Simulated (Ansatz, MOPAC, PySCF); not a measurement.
Breaking a bond: NaBr, singlet.

Levels: AM1, restricted, heats of formation (MOPAC); UHF/aug-cc-pVQZ (Ansatz, a quantum-chemistry and plane-wave program); UCCSD(T) = Ansatz with CCSD(T) on UHF/aug-cc-pVQZ, cores with 3d frozen; RKS-B3LYP/6-31G* = restricted B3LYP/6-31G*, spherical d (PySCF); RHF/3-21G = restricted Hartree-Fock/3-21G in PySCF 2.14.0.

Energies are in kcal/mol, each relative to the lowest point of its own curve near equilibrium.

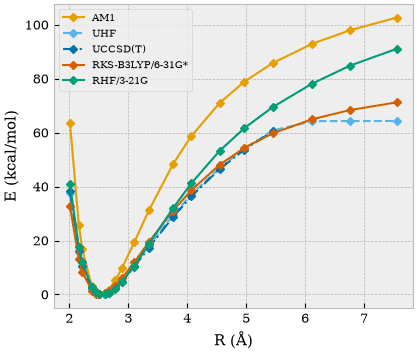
Fig. 1. Energy against bond length for each method.

```
R / Å    AM1   UHF  UCCSD(T)  RKS-B3LYP/6-31G*  RHF/3-21G
-----  -----  ----  --------  ----------------  ---------
2.01    63.7  37.5      38.3              32.8       40.9
2.16    25.9  15.7      16.2              13.1       17.7
2.22    16.7  10.3      10.7               8.4       11.9
2.38     3.1   2.1       2.3               1.5        2.8
2.45     0.8   0.6       0.7               0.3        1.0
2.51     0.0   0.0       0.0               0.0        0.2
2.60     0.5   0.1       0.0               0.4        0.0
2.67     1.8   0.8       0.6               1.2        0.5
2.78     5.2   2.6       2.3               3.3        2.2
2.89     9.6   5.0       4.7               6.0        4.7
3.10    19.3  10.7      10.2              11.9       10.6
3.35    31.2  18.0      17.4              19.5       18.7
3.76    48.4  29.4      28.7              31.1       32.0
4.07    58.8  37.1      36.4              38.7       41.2
4.55    71.0  47.0      46.5              48.1       53.3
4.97    78.9  54.1      53.7              54.4       61.7
5.45    85.8  60.8      60.5              59.7       69.5
6.12    92.9  64.2         —              65.0       78.2
6.76    98.0  64.3         —              68.4       84.8
7.56   102.7  64.3         —              71.3       91.1
```

At the longest distance, 7.56 Å, AM1 lies highest above its minimum (102.7 kcal/mol) and UHF lowest (64.3 kcal/mol).

A dash means that the run gave no value there, or that the column was ended at a point which the program doubted or which failed a test of continuity chosen for this set; such a test can also cut sound points.

The restricted form behind AM1, RKS-B3LYP/6-31G*, RHF/3-21G keeps the bonding electrons paired and can't separate into open-shell fragments. The unrestricted determinant behind UHF, UCCSD(T) is spin-contaminated at 6.12 to 7.56 Å (<S²> up to 1.0, against 0.00 for a pure singlet).
